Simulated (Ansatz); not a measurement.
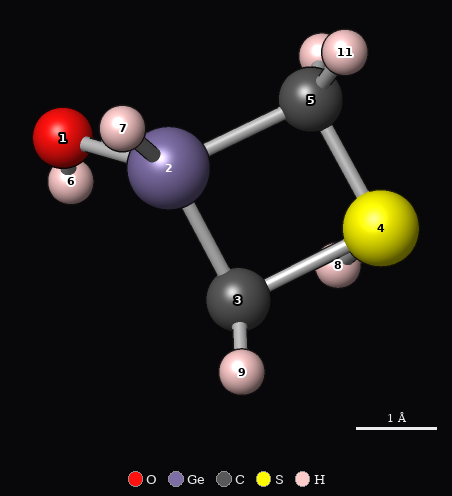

Figure 1. The structure (ball-and-stick view, seen on its broad side; atoms are numbered from 1 in the order of the input). Sticks mark near contacts. Bond lengths as drawn: C–Ge 1.91 to 2.01 Å, C–H 1.10 Å, C–S 1.83 to 1.99 Å, Ge–H 1.54 Å, Ge–O 1.78 Å, H–O 0.97 Å and H–S 1.38 Å.

# Frequency calculation of C$_{2}$H$_{6}$GeOS

The run: frequency calculation of C$_{2}$H$_{6}$GeOS. Method and program: RKS PBE0-D4/def2-SVP (Ansatz 0.2.0).

It belongs to a series of runs on one base structure; here: vibrations at the highest image of the band. Figures and captions count atoms from 1; the log counts them from 0 in places.

**The input**
```yaml
crystal:
  periodic: [false, false, false]
  atoms:
    - { symbol: O, position_ang: [-0.50914, 2.151493, 0.722682] }
    - { symbol: Ge, position_ang: [0.504742, 0.7096, 0.460798] }
    - { symbol: C, position_ang: [-0.27089, -0.880644, 1.176285] }
    - { symbol: S, position_ang: [-0.080008, -1.814142, -0.57579] }
    - { symbol: C, position_ang: [0.320666, -0.192368, -1.326982] }
    - { symbol: H, position_ang: [-1.402716, 1.867316, 0.951839] }
    - { symbol: H, position_ang: [1.92689, 1.278811, 0.65298] }
    - { symbol: H, position_ang: [-1.338308, -1.481264, -0.11554] }
    - { symbol: H, position_ang: [0.132107, -1.513711, 1.979182] }
    - { symbol: H, position_ang: [-0.473876, 0.132182, -2.012726] }
    - { symbol: H, position_ang: [1.255834, -0.314173, -1.892226] }
basis:
  gaussian: { orbitals: def2-SVP }
hamiltonian:
  xc: pbe0
  dispersion: d4
phonons: {}
```

Machine: 2 threads of Intel Xeon (Sapphire Rapids), 16 GiB of memory available, shared host.

Command:
```bash
ansatz run input.yaml --threads 2 --pin off --max-ram 3072MiB --backend cpu --events-out ev --progress --plain --runs-dir out
```

**Log**
```
Engine: ansatz 0.2.0, x86_64-unknown-linux-gnu
Functional definition: PBE0
  parameter a = 0.25
  parameter kappa = 0.804
  parameter beta = 0.06672455060314922
  exchange = (1 - a)*pbe_x(kappa = kappa, mu = beta*pi^2/3) + a*exact_x
  correlation = pbe_c(beta = beta)
1309 factors; integrals over basis functions are off by at most 3.2e-4 eV
mean field evaluation 1: about -71528.3567 eV, gradient 7.2e1 eV
mean field evaluation 2: about -71501.8669 eV, gradient 1.2e2 eV
mean field evaluation 4: about -71539.4283 eV, gradient 9.7e0 eV
mean field evaluation 8: about -71539.6850 eV, gradient 2.5e-1 eV
mean field evaluation 16: about -71539.6852 eV, gradient 1.3e-4 eV
mean field -71539.68519614 eV, -2629.0349396177 hartree, gradient 4.1e-5 eV, S^2 0.000000; 0 other end points of the search recorded, 0 dependent functions left out
the calculation of the forces begins
reference -71539.68522305 eV, -2629.0349406068 hartree; 37, 37 occupied and 85, 85 virtual orbitals, 1309 factors
these checks for a lower state are left out or cut short: stability, starts, cluster_reference, orbital_swaps, neighbouring_geometries, increment
1309 factors; integrals over basis functions are off by at most 3.2e-4 eV
mean field -71539.68499455 eV, -2629.0349322095 hartree, gradient 2.2e-6 eV, S^2 0.000000; 0 other end points of the search recorded, 0 dependent functions left out
[... from here on the field's lines of each further geometry are left out, up to the last ...]
the calculation of the forces begins
reference -71539.68517175 eV, -2629.0349387215 hartree; 37, 37 occupied and 85, 85 virtual orbitals, 1309 factors
these checks for a lower state are left out or cut short: stability, starts, cluster_reference, orbital_swaps, neighbouring_geometries, increment
1309 factors; integrals over basis functions are off by at most 3.2e-4 eV
mean field -71539.68517594 eV, -2629.0349388755 hartree, gradient 2.1e-6 eV, S^2 0.000000; 0 other end points of the search recorded, 0 dependent functions left out
the calculation of the forces begins
reference -71539.68520286 eV, -2629.0349398647 hartree; 37, 37 occupied and 85, 85 virtual orbitals, 1309 factors
WARN: phonons: modes at or below zero, which the zero-point energy, F, S and C_V leave out: 1, the lowest at -1230.10 cm⁻¹. A minimum has none, and a first-order saddle one
Total energy: -71539.92723153 eV, -2629.0438342546 hartree
Atom 0 at    -0.509140     2.151493     0.722682 Å, force    -0.007256     0.002923     0.001468 eV/Å
Atom 1 at     0.504742     0.709600     0.460798 Å, force     0.010458    -0.003207    -0.000655 eV/Å
Atom 2 at    -0.270890    -0.880644     1.176285 Å, force    -0.003645    -0.007272    -0.000781 eV/Å
Atom 3 at    -0.080008    -1.814142    -0.575790 Å, force     0.003859    -0.012995    -0.000130 eV/Å
Atom 4 at     0.320666    -0.192368    -1.326982 Å, force     0.015196     0.002829    -0.011013 eV/Å
Atom 5 at    -1.402716     1.867316     0.951839 Å, force    -0.001557     0.005423     0.000726 eV/Å
Atom 6 at     1.926890     1.278811     0.652980 Å, force    -0.000611     0.000901     0.001166 eV/Å
Atom 7 at    -1.338308    -1.481264    -0.115540 Å, force    -0.015081     0.003417     0.007433 eV/Å
Atom 8 at     0.132107    -1.513711     1.979182 Å, force     0.001827     0.001714     0.003896 eV/Å
Atom 9 at    -0.473876     0.132182    -2.012726 Å, force    -0.002050    -0.001506     0.001215 eV/Å
Atom 10 at     1.255834    -0.314173    -1.892226 Å, force    -0.001140     0.007772    -0.003323 eV/Å
Dipole moment:    -0.030391    -0.425383    -0.455238 e Å
Vibrations: -1230.10 92.61 168.73 220.61 311.91 365.35 384.95 549.05 577.67 619.71 663.98 693.35 713.32 764.94 767.11 893.43 934.71 1030.66 1074.52 1127.30 1393.41 2122.06 2483.59 3116.58 3176.45 3199.99 3872.95 cm⁻¹, zero-point energy 1.941528 eV
```

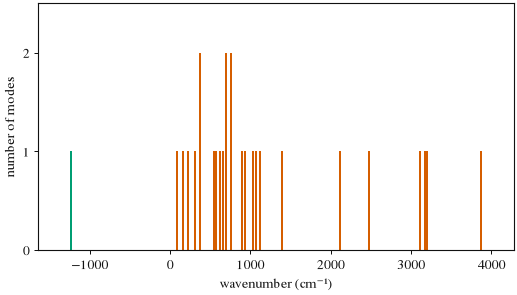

Figure 2. Harmonic vibrational wavenumbers from the force constants; neighbouring modes closer than 23 cm⁻¹ are counted in one stick, and imaginary ones are drawn at negative wavenumbers. 27 modes from 1230i to 3873 cm⁻¹, 1 imaginary beyond 8i (1230i cm⁻¹): a first-order saddle point, if the geometry is stationary.

**Results in brief**

```json
{"quantity": "outcome", "value": "converged"}
{"quantity": "total energy", "value": "−71539.9272 eV"}
{"quantity": "mean-field energy", "value": "−71539.6852 eV"}
{"quantity": "largest force (length of the vector)", "value": "0.019 eV/Å"}
{"quantity": "wall time", "value": "2.5 min (CPU time 4.9 min)"}
{"quantity": "peak memory", "value": "0.34 GiB"}
```
